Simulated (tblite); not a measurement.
## Geometry relaxation, with input and output: C4H4FGaO4 (part 3 of 3)

The same run, continued: C4H4FGaO4, SMILES O=COC1=C(F)C=[O+][GaH2-][O]1; GFN2-xTB geometry optimisation, gas phase (tblite 0.8.0). It belongs to a series of runs on one base structure; here: H on C replaced by OCHO.

Geometry of the input (Å):
```
O  2.4314  -1.8191  0.7517
C  2.8574  -0.6847  0.3911
O  2.0166  0.3384  -0.0023
C  0.6094  0.2562  -0.0803
C  -0.0732  1.3362  -0.4760
F  0.6326  2.4492  -0.8064
C  -1.5501  1.4315  -0.6432
O  -2.3645  0.5097  -0.3543
Ga -1.8354  -1.1180  0.3172
O  -0.0221  -0.9541  0.2835
H  3.9259  -0.5138  0.4115
H  -1.9545  2.3540  -1.0222
H  -2.3312  -2.3173  -0.6260
H  -2.3432  -1.2688  1.8336
```

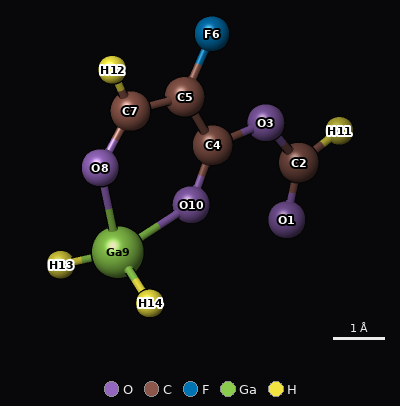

**Figure 1.** The geometry at step 42 of the log (ball-and-stick view, seen at a tilt; atoms are numbered from 1 in the order of the input).

**Trajectory as extended XYZ, continued**
```
14
Properties=species:S:1:pos:R:3:forces:R:3 step=33 energy=-893.53979
O     2.4108   -1.8140    0.7565   -0.0240   0.0040   0.0010
C     2.7382   -0.7336    0.4045    0.0020  -0.0030  -0.0020
O     1.9377    0.2868   -0.0032   -0.0110  -0.0050   0.0030
C     0.5826    0.1966   -0.0533   -0.0110  -0.0030  -0.0030
C    -0.0737    1.3554   -0.5043   -0.0030   0.0100  -0.0060
F     0.6750    2.4314   -0.8390    0.0010   0.0020  -0.0080
C    -1.4472    1.4423   -0.6291    0.0030  -0.0020   0.0010
O    -2.2657    0.5164   -0.3481    0.0200  -0.0090   0.0120
Ga   -1.9169   -1.2650    0.3854   -0.0020   0.0080  -0.0030
O    -0.0116   -0.8523    0.2787    0.0160  -0.0080   0.0110
H     3.7711   -0.3574    0.3432    0.0140   0.0070  -0.0030
H    -1.8546    2.3894   -1.0036   -0.0040  -0.0100   0.0050
H    -2.2395   -2.3195   -0.6810    0.0030   0.0150   0.0070
H    -2.3069   -1.2770    1.8712   -0.0060  -0.0060  -0.0170
14
Properties=species:S:1:pos:R:3:forces:R:3 step=34 energy=-893.53988
O     2.4100   -1.8139    0.7576   -0.0250  -0.0050   0.0040
C     2.7379   -0.7340    0.4047    0.0020  -0.0020  -0.0030
O     1.9379    0.2864   -0.0037   -0.0120   0.0040   0.0000
C     0.5827    0.1969   -0.0530   -0.0140   0.0030  -0.0070
C    -0.0732    1.3557   -0.5055   -0.0130   0.0100  -0.0060
F     0.6750    2.4316   -0.8431   -0.0050  -0.0150  -0.0010
C    -1.4472    1.4429   -0.6283    0.0040  -0.0010   0.0020
O    -2.2657    0.5176   -0.3451    0.0280  -0.0080   0.0110
Ga   -1.9166   -1.2655    0.3856   -0.0010   0.0120  -0.0030
O    -0.0115   -0.8514    0.2811    0.0140   0.0030   0.0080
H     3.7709   -0.3587    0.3429    0.0180   0.0100  -0.0040
H    -1.8560    2.3898   -1.0030    0.0060  -0.0180   0.0080
H    -2.2362   -2.3188   -0.6830    0.0020   0.0150   0.0090
H    -2.3088   -1.2791    1.8708   -0.0060  -0.0070  -0.0180
14
Properties=species:S:1:pos:R:3:forces:R:3 step=35 energy=-893.54001
O     2.4084   -1.8137    0.7589   -0.0200  -0.0110   0.0060
C     2.7376   -0.7346    0.4048   -0.0010   0.0010  -0.0030
O     1.9380    0.2858   -0.0042   -0.0060   0.0140  -0.0030
C     0.5827    0.1973   -0.0528   -0.0100   0.0090  -0.0090
C    -0.0727    1.3562   -0.5071   -0.0200   0.0040  -0.0060
F     0.6751    2.4317   -0.8484   -0.0090  -0.0320   0.0060
C    -1.4471    1.4437   -0.6274    0.0040  -0.0020   0.0030
O    -2.2653    0.5189   -0.3410    0.0310  -0.0080   0.0090
Ga   -1.9163   -1.2660    0.3859    0.0020   0.0160  -0.0040
O    -0.0111   -0.8503    0.2843    0.0070   0.0160   0.0030
H     3.7710   -0.3602    0.3424    0.0130   0.0080  -0.0040
H    -1.8577    2.3900   -1.0020    0.0140  -0.0200   0.0090
H    -2.2318   -2.3174   -0.6856    0.0000   0.0130   0.0080
H    -2.3115   -1.2819    1.8699   -0.0060  -0.0080  -0.0160
14
Properties=species:S:1:pos:R:3:forces:R:3 step=36 energy=-893.54015
O     2.4063   -1.8134    0.7606   -0.0090  -0.0090   0.0050
C     2.7371   -0.7353    0.4050   -0.0060   0.0050  -0.0020
O     1.9380    0.2854   -0.0050    0.0030   0.0220  -0.0070
C     0.5825    0.1980   -0.0526    0.0000   0.0110  -0.0070
C    -0.0724    1.3568   -0.5091   -0.0190  -0.0060  -0.0030
F     0.6751    2.4312   -0.8546   -0.0080  -0.0390   0.0100
C    -1.4470    1.4445   -0.6262    0.0030  -0.0050   0.0050
O    -2.2642    0.5201   -0.3360    0.0240  -0.0120   0.0070
Ga   -1.9158   -1.2663    0.3861    0.0050   0.0190  -0.0040
O    -0.0106   -0.8488    0.2883   -0.0020   0.0260  -0.0010
H     3.7713   -0.3618    0.3418    0.0000   0.0020  -0.0030
H    -1.8594    2.3899   -1.0008    0.0180  -0.0160   0.0070
H    -2.2267   -2.3156   -0.6884   -0.0020   0.0110   0.0050
H    -2.3147   -1.2853    1.8686   -0.0060  -0.0080  -0.0110
14
Properties=species:S:1:pos:R:3:forces:R:3 step=37 energy=-893.54029
O     2.4039   -1.8131    0.7624    0.0010   0.0000   0.0010
C     2.7365   -0.7360    0.4052   -0.0090   0.0090  -0.0010
O     1.9379    0.2852   -0.0058    0.0120   0.0210  -0.0080
C     0.5822    0.1989   -0.0525    0.0120   0.0090  -0.0030
C    -0.0723    1.3572   -0.5111   -0.0090  -0.0150   0.0000
F     0.6750    2.4300   -0.8608   -0.0020  -0.0330   0.0100
C    -1.4469    1.4453   -0.6249   -0.0010  -0.0100   0.0060
O    -2.2627    0.5211   -0.3307    0.0090  -0.0160   0.0050
Ga   -1.9152   -1.2662    0.3862    0.0080   0.0180  -0.0040
O    -0.0103   -0.8467    0.2923   -0.0100   0.0270  -0.0030
H     3.7715   -0.3634    0.3411   -0.0160  -0.0050  -0.0030
H    -1.8608    2.3896   -0.9994    0.0170  -0.0060   0.0030
H    -2.2214   -2.3135   -0.6912   -0.0040   0.0080   0.0020
H    -2.3180   -1.2891    1.8670   -0.0070  -0.0080  -0.0060
14
Properties=species:S:1:pos:R:3:forces:R:3 step=38 energy=-893.54042
O     2.4018   -1.8128    0.7640    0.0070   0.0120  -0.0030
C     2.7357   -0.7365    0.4053   -0.0110   0.0100   0.0000
O     1.9381    0.2854   -0.0068    0.0150   0.0140  -0.0070
C     0.5822    0.2000   -0.0526    0.0200   0.0050   0.0030
C    -0.0725    1.3573   -0.5131    0.0040  -0.0190   0.0020
F     0.6749    2.4282   -0.8665    0.0070  -0.0170   0.0050
C    -1.4468    1.4459   -0.6235   -0.0030  -0.0140   0.0070
O    -2.2613    0.5218   -0.3255   -0.0100  -0.0160   0.0030
Ga   -1.9145   -1.2657    0.3863    0.0090   0.0130  -0.0030
O    -0.0103   -0.8442    0.2962   -0.0120   0.0200  -0.0020
H     3.7714   -0.3650    0.3404   -0.0260  -0.0090  -0.0020
H    -1.8616    2.3894   -0.9980    0.0120   0.0020   0.0000
H    -2.2163   -2.3115   -0.6937   -0.0060   0.0060   0.0000
H    -2.3212   -1.2929    1.8654   -0.0070  -0.0070  -0.0010
14
Properties=species:S:1:pos:R:3:forces:R:3 step=39 energy=-893.54053
O     2.4000   -1.8124    0.7655    0.0060   0.0190  -0.0060
C     2.7348   -0.7368    0.4054   -0.0080   0.0090   0.0000
O     1.9384    0.2859   -0.0078    0.0120   0.0050  -0.0040
C     0.5825    0.2010   -0.0525    0.0190   0.0000   0.0060
C    -0.0726    1.3570   -0.5148    0.0120  -0.0160   0.0020
F     0.6749    2.4262   -0.8716    0.0140   0.0000   0.0000
C    -1.4469    1.4462   -0.6222   -0.0040  -0.0150   0.0050
O    -2.2605    0.5224   -0.3210   -0.0230  -0.0110  -0.0010
Ga   -1.9138   -1.2649    0.3862    0.0070   0.0040   0.0000
O    -0.0106   -0.8416    0.2996   -0.0060   0.0070   0.0020
H     3.7709   -0.3666    0.3397   -0.0230  -0.0080  -0.0020
H    -1.8620    2.3893   -0.9967    0.0070   0.0050  -0.0010
H    -2.2117   -2.3096   -0.6960   -0.0070   0.0060  -0.0020
H    -2.3241   -1.2966    1.8640   -0.0060  -0.0060   0.0010
14
Properties=species:S:1:pos:R:3:forces:R:3 step=40 energy=-893.54060
O     2.3989   -1.8119    0.7665    0.0000   0.0170  -0.0050
C     2.7341   -0.7367    0.4055   -0.0030   0.0060  -0.0010
O     1.9389    0.2863   -0.0086    0.0040  -0.0010  -0.0020
C     0.5831    0.2017   -0.0524    0.0100  -0.0020   0.0060
C    -0.0726    1.3565   -0.5161    0.0120  -0.0070   0.0000
F     0.6750    2.4247   -0.8751    0.0130   0.0080  -0.0030
C    -1.4470    1.4461   -0.6211   -0.0010  -0.0120   0.0020
O    -2.2603    0.5227   -0.3178   -0.0240  -0.0020  -0.0050
Ga   -1.9132   -1.2643    0.3861    0.0050  -0.0040   0.0030
O    -0.0109   -0.8396    0.3021    0.0020  -0.0020   0.0060
H     3.7701   -0.3678    0.3392   -0.0110  -0.0030  -0.0030
H    -1.8620    2.3893   -0.9958    0.0060   0.0010   0.0010
H    -2.2085   -2.3082   -0.6976   -0.0070   0.0060  -0.0020
H    -2.3263   -1.2994    1.8630   -0.0050  -0.0050   0.0020
14
Properties=species:S:1:pos:R:3:forces:R:3 step=41 energy=-893.54064
O     2.3983   -1.8114    0.7669   -0.0060   0.0090  -0.0020
C     2.7337   -0.7365    0.4055    0.0010   0.0040  -0.0010
O     1.9393    0.2866   -0.0091   -0.0010  -0.0010  -0.0010
C     0.5836    0.2020   -0.0522    0.0010  -0.0020   0.0040
C    -0.0724    1.3562   -0.5167    0.0060   0.0000  -0.0010
F     0.6753    2.4241   -0.8769    0.0080   0.0060  -0.0020
C    -1.4471    1.4458   -0.6205    0.0010  -0.0070   0.0000
O    -2.2607    0.5229   -0.3163   -0.0170   0.0060  -0.0070
Ga   -1.9127   -1.2640    0.3862    0.0030  -0.0080   0.0050
O    -0.0109   -0.8386    0.3034    0.0070  -0.0060   0.0080
H     3.7696   -0.3685    0.3389    0.0020   0.0020  -0.0030
H    -1.8619    2.3893   -0.9953    0.0070  -0.0040   0.0020
H    -2.2071   -2.3073   -0.6984   -0.0070   0.0060  -0.0030
H    -2.3276   -1.3008    1.8625   -0.0040  -0.0050   0.0020
14
Properties=species:S:1:pos:R:3:forces:R:3 step=42 energy=-893.54067
O     2.3978   -1.8109    0.7671   -0.0090   0.0020   0.0010
C     2.7335   -0.7363    0.4054    0.0030   0.0020  -0.0020
O     1.9395    0.2868   -0.0094   -0.0040   0.0010  -0.0010
C     0.5839    0.2021   -0.0520   -0.0050  -0.0010   0.0010
C    -0.0722    1.3559   -0.5170    0.0000   0.0030  -0.0010
F     0.6757    2.4239   -0.8777    0.0010   0.0000   0.0000
C    -1.4471    1.4454   -0.6203    0.0020  -0.0010  -0.0020
O    -2.2612    0.5229   -0.3158   -0.0070   0.0090  -0.0080
Ga   -1.9124   -1.2639    0.3862    0.0010  -0.0090   0.0050
O    -0.0107   -0.8382    0.3042    0.0080  -0.0060   0.0080
H     3.7693   -0.3688    0.3387    0.0100   0.0050  -0.0030
H    -1.8618    2.3891   -0.9951    0.0080  -0.0060   0.0030
H    -2.2068   -2.3067   -0.6988   -0.0060   0.0050  -0.0030
H    -2.3283   -1.3016    1.8623   -0.0040  -0.0040   0.0020
14
Properties=species:S:1:pos:R:3:forces:R:3 step=43 energy=-893.54069
O     2.3973   -1.8104    0.7671   -0.0070  -0.0030   0.0030
C     2.7333   -0.7360    0.4053    0.0050   0.0010  -0.0020
O     1.9397    0.2870   -0.0096   -0.0030   0.0030  -0.0010
C     0.5841    0.2022   -0.0518   -0.0070  -0.0010   0.0000
C    -0.0719    1.3558   -0.5172   -0.0050   0.0020   0.0000
F     0.6760    2.4237   -0.8783   -0.0050  -0.0060   0.0010
C    -1.4470    1.4450   -0.6201    0.0030   0.0030  -0.0040
O    -2.2617    0.5230   -0.3156    0.0030   0.0090  -0.0070
Ga   -1.9121   -1.2641    0.3864    0.0000  -0.0070   0.0050
O    -0.0103   -0.8381    0.3049    0.0060  -0.0030   0.0080
H     3.7692   -0.3690    0.3384    0.0130   0.0060  -0.0030
H    -1.8615    2.3888   -0.9948    0.0070  -0.0040   0.0020
H    -2.2068   -2.3061   -0.6992   -0.0060   0.0040  -0.0040
H    -2.3290   -1.3022    1.8621   -0.0030  -0.0040   0.0030
14
Properties=species:S:1:pos:R:3:forces:R:3 step=44 energy=-893.54072
O     2.3966   -1.8100    0.7673   -0.0030  -0.0040   0.0030
C     2.7333   -0.7357    0.4052    0.0040   0.0010  -0.0020
O     1.9397    0.2873   -0.0098   -0.0010   0.0040   0.0000
C     0.5842    0.2023   -0.0516   -0.0050  -0.0020   0.0000
C    -0.0718    1.3557   -0.5174   -0.0070   0.0000   0.0010
F     0.6763    2.4235   -0.8789   -0.0090  -0.0090   0.0020
C    -1.4469    1.4447   -0.6200    0.0020   0.0060  -0.0040
O    -2.2621    0.5232   -0.3154    0.0100   0.0040  -0.0040
Ga   -1.9118   -1.2644    0.3867    0.0000  -0.0040   0.0030
O    -0.0099   -0.8380    0.3059    0.0020  -0.0010   0.0060
H     3.7693   -0.3690    0.3381    0.0100   0.0040  -0.0030
H    -1.8611    2.3884   -0.9945    0.0040   0.0020  -0.0010
H    -2.2068   -2.3054   -0.6997   -0.0050   0.0030  -0.0050
H    -2.3297   -1.3030    1.8620   -0.0020  -0.0040   0.0040
14
Properties=species:S:1:pos:R:3:forces:R:3 step=45 energy=-893.54073
O     2.3960   -1.8096    0.7675    0.0020  -0.0010   0.0020
C     2.7332   -0.7356    0.4051    0.0030   0.0010  -0.0010
O     1.9398    0.2875   -0.0101    0.0010   0.0020   0.0000
C     0.5842    0.2023   -0.0515   -0.0010  -0.0020   0.0010
C    -0.0717    1.3555   -0.5177   -0.0040  -0.0040   0.0020
F     0.6764    2.4231   -0.8797   -0.0080  -0.0070   0.0020
C    -1.4468    1.4446   -0.6199    0.0000   0.0060  -0.0030
O    -2.2623    0.5236   -0.3151    0.0100  -0.0010  -0.0020
Ga   -1.9115   -1.2648    0.3870   -0.0010  -0.0010   0.0020
O    -0.0097   -0.8378    0.3069   -0.0010   0.0000   0.0050
H     3.7695   -0.3690    0.3378    0.0040   0.0010  -0.0020
H    -1.8607    2.3883   -0.9943    0.0010   0.0080  -0.0040
H    -2.2066   -2.3047   -0.7003   -0.0050   0.0020  -0.0050
H    -2.3305   -1.3039    1.8620   -0.0020  -0.0040   0.0040
14
Properties=species:S:1:pos:R:3:forces:R:3 step=46 energy=-893.54075
O     2.3955   -1.8092    0.7678    0.0070   0.0030   0.0010
C     2.7333   -0.7355    0.4050    0.0020   0.0010  -0.0010
O     1.9398    0.2876   -0.0103    0.0030  -0.0010   0.0010
C     0.5842    0.2024   -0.0514    0.0020  -0.0030   0.0020
C    -0.0718    1.3553   -0.5180   -0.0010  -0.0050   0.0030
F     0.6763    2.4225   -0.8805   -0.0050  -0.0030   0.0000
C    -1.4467    1.4447   -0.6198   -0.0020   0.0040  -0.0020
O    -2.2623    0.5239   -0.3147    0.0080  -0.0060   0.0000
Ga   -1.9113   -1.2651    0.3873   -0.0010   0.0020   0.0000
O    -0.0096   -0.8375    0.3081   -0.0030   0.0000   0.0040
H     3.7698   -0.3691    0.3374   -0.0020  -0.0020  -0.0020
H    -1.8603    2.3884   -0.9941   -0.0020   0.0110  -0.0060
H    -2.2063   -2.3041   -0.7010   -0.0050   0.0020  -0.0040
H    -2.3312   -1.3049    1.8620   -0.0020  -0.0040   0.0040
14
Properties=species:S:1:pos:R:3:forces:R:3 step=47 energy=-893.54076
O     2.3951   -1.8088    0.7681    0.0110   0.0050   0.0000
C     2.7333   -0.7354    0.4049    0.0000   0.0010   0.0000
O     1.9398    0.2878   -0.0105    0.0020  -0.0030   0.0010
C     0.5841    0.2024   -0.0512    0.0040  -0.0020   0.0030
C    -0.0719    1.3550   -0.5182    0.0020  -0.0050   0.0020
F     0.6761    2.4219   -0.8814    0.0000   0.0020  -0.0010
C    -1.4467    1.4448   -0.6198   -0.0030   0.0010  -0.0010
O    -2.2621    0.5242   -0.3143    0.0030  -0.0080   0.0010
Ga   -1.9112   -1.2653    0.3876   -0.0020   0.0030  -0.0020
O    -0.0095   -0.8372    0.3093   -0.0030   0.0000   0.0040
H     3.7700   -0.3692    0.3370   -0.0050  -0.0030  -0.0020
H    -1.8599    2.3887   -0.9940   -0.0030   0.0100  -0.0060
H    -2.2059   -2.3034   -0.7018   -0.0040   0.0020  -0.0030
H    -2.3320   -1.3060    1.8621   -0.0010  -0.0030   0.0020
14
Properties=species:S:1:pos:R:3:forces:R:3 step=48 energy=-893.54077
O     2.3950   -1.8085    0.7684    0.0120   0.0040   0.0000
C     2.7334   -0.7352    0.4048    0.0000   0.0000   0.0010
O     1.9400    0.2879   -0.0107    0.0000  -0.0040   0.0010
C     0.5842    0.2023   -0.0509    0.0020  -0.0010   0.0040
C    -0.0720    1.3546   -0.5183    0.0040  -0.0020   0.0010
F     0.6759    2.4214   -0.8821    0.0040   0.0050  -0.0020
C    -1.4468    1.4450   -0.6198   -0.0020  -0.0010   0.0010
O    -2.2620    0.5243   -0.3140   -0.0020  -0.0070   0.0010
Ga   -1.9111   -1.2655    0.3879   -0.0030   0.0040  -0.0020
O    -0.0094   -0.8370    0.3106   -0.0020   0.0000   0.0030
H     3.7702   -0.3693    0.3366   -0.0050  -0.0030  -0.0020
H    -1.8596    2.3892   -0.9941   -0.0030   0.0050  -0.0040
H    -2.2059   -2.3028   -0.7026   -0.0040   0.0030  -0.0010
H    -2.3327   -1.3071    1.8622    0.0000  -0.0030   0.0000
14
Properties=species:S:1:pos:R:3:forces:R:3 step=49 energy=-893.54078
O     2.3952   -1.8082    0.7686    0.0100   0.0000   0.0010
C     2.7335   -0.7350    0.4047    0.0000   0.0000   0.0010
O     1.9400    0.2880   -0.0108   -0.0020  -0.0040   0.0010
C     0.5843    0.2021   -0.0507   -0.0010   0.0010   0.0030
C    -0.0720    1.3544   -0.5183    0.0020   0.0020  -0.0010
F     0.6758    2.4211   -0.8825    0.0050   0.0040  -0.0020
C    -1.4468    1.4451   -0.6199   -0.0010  -0.0020   0.0010
O    -2.2618    0.5242   -0.3140   -0.0030  -0.0030   0.0010
Ga   -1.9111   -1.2655    0.3880   -0.0040   0.0030  -0.0020
O    -0.0094   -0.8369    0.3113   -0.0010   0.0000   0.0030
H     3.7703   -0.3694    0.3363   -0.0020   0.0000  -0.0030
H    -1.8595    2.3896   -0.9942   -0.0020  -0.0020  -0.0020
H    -2.2061   -2.3023   -0.7031   -0.0030   0.0030   0.0000
H    -2.3332   -1.3078    1.8624    0.0000  -0.0030  -0.0010
14
Properties=species:S:1:pos:R:3:forces:R:3 step=50 energy=-893.54079
O     2.3956   -1.8080    0.7687    0.0080  -0.0030   0.0020
C     2.7336   -0.7348    0.4047    0.0010  -0.0010   0.0010
O     1.9401    0.2880   -0.0108   -0.0030  -0.0020   0.0000
C     0.5843    0.2021   -0.0505   -0.0030   0.0020   0.0020
C    -0.0720    1.3543   -0.5183    0.0000   0.0040  -0.0010
F     0.6758    2.4210   -0.8825    0.0040   0.0020  -0.0010
C    -1.4469    1.4451   -0.6200    0.0010  -0.0020   0.0010
O    -2.2618    0.5240   -0.3141   -0.0030   0.0010   0.0000
Ga   -1.9112   -1.2655    0.3880   -0.0040   0.0020  -0.0010
O    -0.0093   -0.8369    0.3118    0.0000   0.0010   0.0020
H     3.7703   -0.3694    0.3361    0.0010   0.0020  -0.0030
H    -1.8594    2.3898   -0.9945   -0.0010  -0.0080   0.0000
H    -2.2066   -2.3019   -0.7033   -0.0030   0.0030   0.0000
H    -2.3334   -1.3081    1.8625    0.0010  -0.0020  -0.0030
```

**Results in brief**

```json
{"quantity": "outcome", "value": "converged"}
{"quantity": "total energy", "value": "−893.5408 eV"}
{"quantity": "hardware", "value": "1 CPU thread, shared host"}
{"quantity": "peak memory", "value": "0.18 GiB"}
```
